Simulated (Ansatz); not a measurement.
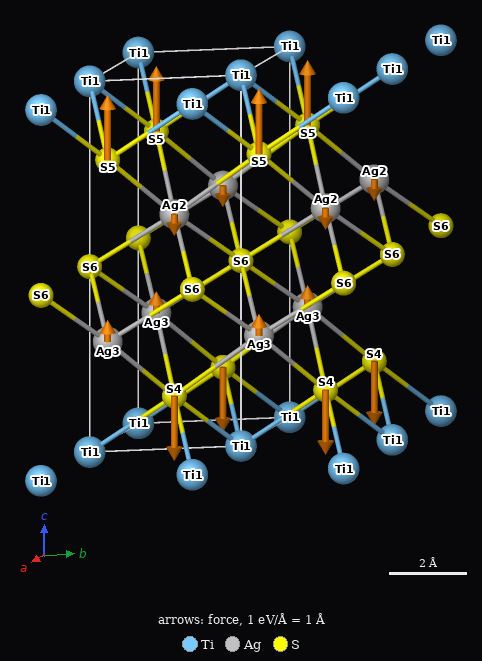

Starting geometry of a crystal of TiAg₂S₃ (built on the CaSm2S3-164 type type) with the computed forces as orange arrows. The picture is a ball-and-stick view of the cell of the calculation, repeated 2 × 2 × 1 with one cell outlined, seen slightly off an axis.

Method: DFT, PBEsol, plane waves, PAW (Ansatz 0.2.0). (plane-wave cutoff 420 eV; k-point mesh 6 × 6 × 2; occupations fermi dirac; smearing width 0.03 eV; no spin polarisation; cell and atoms relaxed; force threshold 0.01 eV/Å; at most 120 steps)

### Is this structure relaxed? If not, where do the atoms go?

It isn't relaxed: the largest force vector, on S atoms, is 1.74 eV/Å. The atoms end up moving mostly along the starting forces (cosine between the two patterns 0.94). The largest moves relative to the cell, 0.26 Å, are those of S4 and S5. S5 goes along +c. Largest moves by element: S 0.26 Å, Ag 0.01 Å. Ti stays in place. The volume changes by −25.6 %, with a = b 4.052 → 3.450 Å (−14.9 %), c 9.917 → 10.178 Å (+2.6 %). Among the contacts that change: Ti1–S4 2.860 → 2.453 Å, Ag2–S6 2.805 → 2.551 Å, Ag2–S5 2.931 → 2.868 Å. Among the angles between lasting bonds that change: S5–Ag2–S5 87.4° → 73.9°, Ag3–S4–Ag3 87.4° → 73.9°, S5–Ag2–S6 90.0° → 100.3°. The space group stays P-3m1 (No. 164). After 6 accepted moves (7 points after the start) the energy has fallen by 3.110 eV per cell of the calculation. The largest force component goes from 1.7 to 0.0011 eV/Å. Pressure: −15.96 GPa at the start and 0.00 GPa at the end. At 1 point the geometry stayed and the basis and grid were re-selected for the new cell (energy shift of 3.3 meV per cell of the calculation at most each time). Cost: 13 s on 2 threads of AMD EPYC 7R13 Processor (Zen 3) (shared host), peak memory 0.61 GiB.
